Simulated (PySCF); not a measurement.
# H5OSbSi: the cost of one run

Programs: PySCF 2.14.0, with routines of our own; each step states its level. All values are computed. Atoms count from 0.

## Step 1: The system as given

8 atoms, charge 0, multiplicity 1; geometry from: GFN2-xTB.

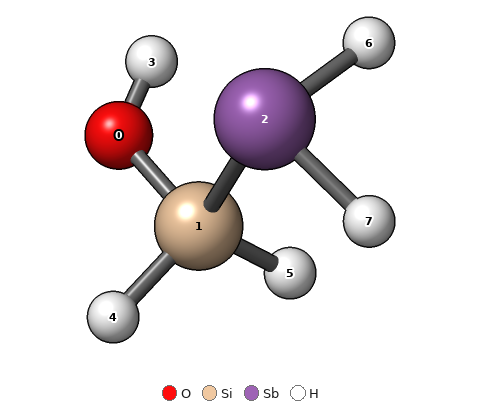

The starting geometry (oxygen red, silicon light orange, antimony purple, hydrogen white).

## Step 2: Relaxing the molecule at PBE0-D3(BJ)/def2-SVP

Job settings and geometry (Å):

```
{"job": {"xc": "PBE0", "basis": "def2-SVP", "d3": "d3bj", "grid": 1, "maxiter": 30, "shake": 0.01, "kind": "geom"}, "charge": 0, "multiplicity": 1}
O     -1.572540     0.939310     0.158640
Si    -0.687120    -0.394030     0.166880
Sb     1.668640     0.311860     0.718380
H     -1.396900     1.661620    -0.481170
H     -1.301100    -1.119410     1.261470
H     -0.897180    -1.115630    -1.085500
H      1.934310     0.874240    -0.862380
H      2.307030    -1.177100     0.226690
```

Command:

```
OMP_NUM_THREADS=1 python heavy_run.py task.json out
```

This one command runs all jobs of the session in turn.

**Question.** How long does this first job take on 1 thread of Arm Neoverse V1, shared host, and how much memory does it need?

About 23 s, with a peak of 0.36 GiB.
